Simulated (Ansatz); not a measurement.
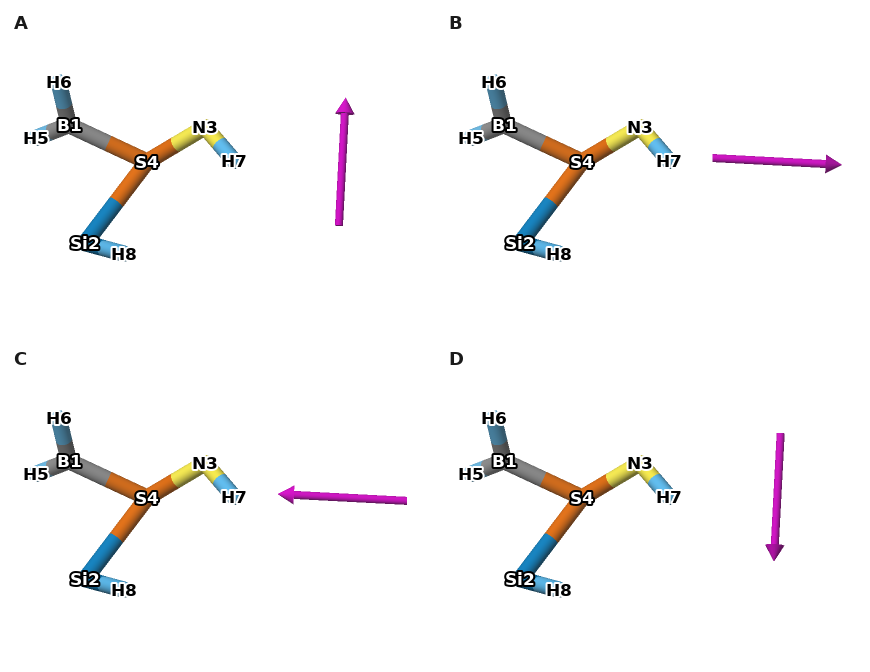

The same molecule four times, each with an arrow. The computed structure is the end point of a PBE0-D4/def2-TZVP optimisation. No frequency run is at hand to confirm it as a minimum. Level of theory: RKS PBE0-D4/def2-TZVP (Ansatz 0.2.0).

Which arrow points along the dipole moment, from the negative to the positive end?

D. The dipole moment is 1.89 D; it points from the side of H6 to the side of H8 (the outermost atoms at the two ends).
